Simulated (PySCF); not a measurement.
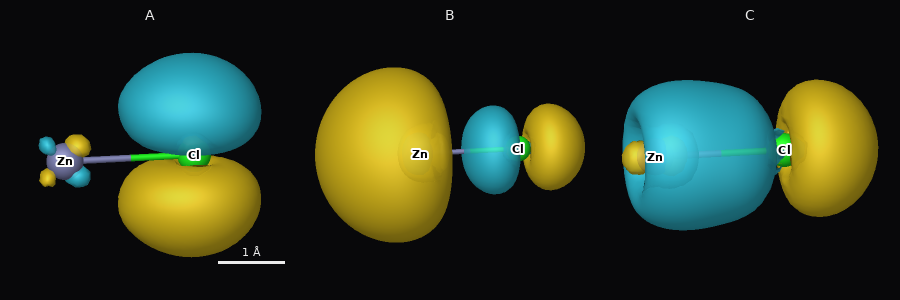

The picture shows: ZnCl (charge +1). Three frontier orbitals, each drawn at the value that holds 80 % of its norm (yellow and cyan are the two phases), in no order; of a degenerate pair one member is drawn.

Method: PBE0/cc-pVDZ(-PP), non-relativistic Hamiltonian with scalar-relativistic core potentials where named, at a bond length of 2.041 Å (PySCF).

Label each orbital by symmetry, say whether it is occupied, and order them by energy.

Answer. Orbital C: σ, occupied, −17.17 eV; shared between the atoms (Zn 35 %, Cl 65 %).
Orbital A: π, occupied, −15.10 eV; mainly on Cl (90 %).
Orbital B: σ, empty, −11.20 eV; mainly on Zn (80 %).
